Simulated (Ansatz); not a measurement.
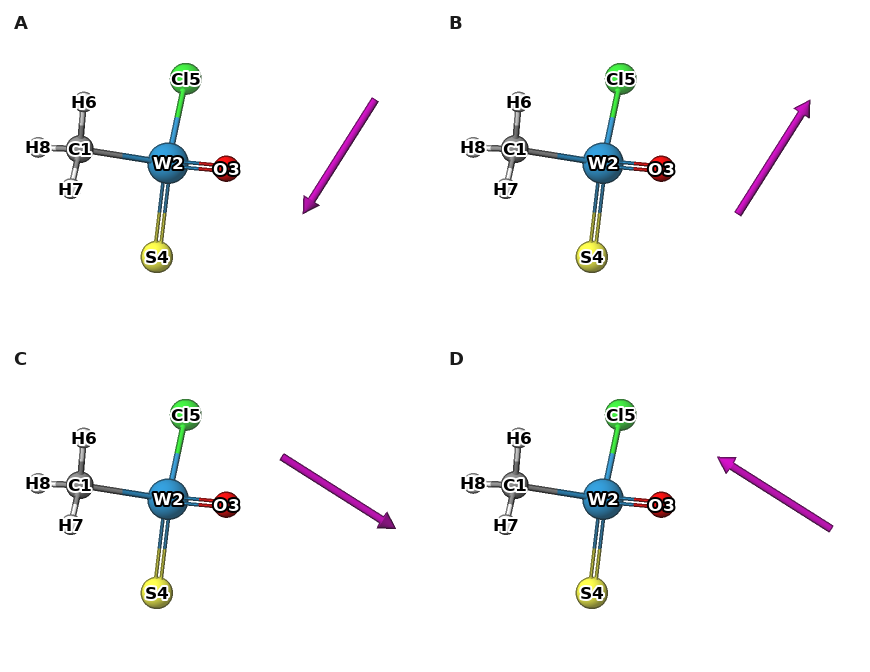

The same molecule four times, each with an arrow. The species is neutral and a spin singlet. Computed geometry: PBE0-D4/def2-TZVP optimisation. Properties computed with RKS PBE0-D4/def2-TZVP, core potentials on W (Ansatz 0.2.0).

**Which arrow points along the dipole moment, from the negative to the positive end?**

D. The dipole moment is 2.59 D; it points from the side of O3, S4 to the side of H8 (the outermost atoms at the two ends).
